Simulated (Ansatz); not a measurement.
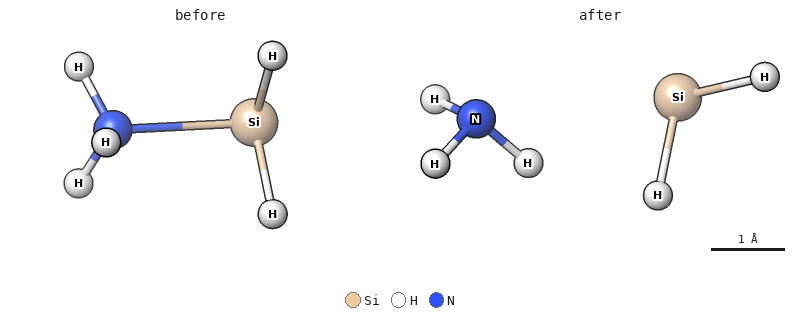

The structure of SiNH$_{5}$ before (left) and after (right) a saddle-point search, at one scale.

Style: ball-and-stick. Shown at a tilt.

These are results of Ansatz, RKS PBE0-D4/def2-SVP, not measurements.

The input:
```yaml
crystal:
  periodic: [false, false, false]
  atoms:
    - {symbol: Si, position_ang: [0.091656, -0.176688, 1.348086]}
    - {symbol: H, position_ang: [-0.176533, -1.161940, -1.006722]}
    - {symbol: N, position_ang: [0.203354, -0.279213, -0.682549]}
    - {symbol: H, position_ang: [-1.410770, 0.064309, 1.205503]}
    - {symbol: H, position_ang: [0.425496, 1.310897, 1.241873]}
    - {symbol: H, position_ang: [1.172803, -0.232356, -0.976887]}
    - {symbol: H, position_ang: [-0.306004, 0.474991, -1.129304]}
basis:
  gaussian: {orbitals: def2-SVP}
hamiltonian: {xc: pbe0, dispersion: d4}
saddle:
  max_steps: 30
  mode_guess:
    - [0.0599, 0.0893, -0.4288]
    - [-0.0559, -0.4223, 0.6714]
    - [-0.0136, 0.2924, -0.1254]
    - [-0.0018, -0.0960, -0.0145]
    - [0.0010, -0.1207, 0.0281]
    - [0.0319, 0.0919, -0.0762]
    - [-0.0215, 0.1654, -0.0546]
```

Command:
```bash
ansatz run in.yaml --threads 2 --pin off --events-out ev --progress --plain --max-ram 4352MiB
```

Question: Describe what moved and what it gained.

Answer: The relaxation stopped without meeting its thresholds, so the last structure isn't shown to be converged. The input was poor on purpose: start at a minimum. After 29 geometry steps the energy has risen by 33.1 kcal/mol. The largest force component goes from 0.25 to 0.31 eV/Å. H5 moves most after the best rigid fit: 1.33 Å. By element the largest moves are H 1.33 Å, N 0.60 Å, Si 0.48 Å. Near-neighbour distances that change, for instance: Si1–N3 2.036 → 2.916 Å, Si1–H5 1.528 → 1.548 Å, Si1–H4 1.528 → 1.540 Å, N3–H7 1.014 → 1.025 Å. Bonds break: Si1–N3 (2.04 → 2.92 Å). Bond angles that change, for instance: H2–N3–H7 108.6° → 104.1°, H2–N3–H6 107.8° → 104.9°.
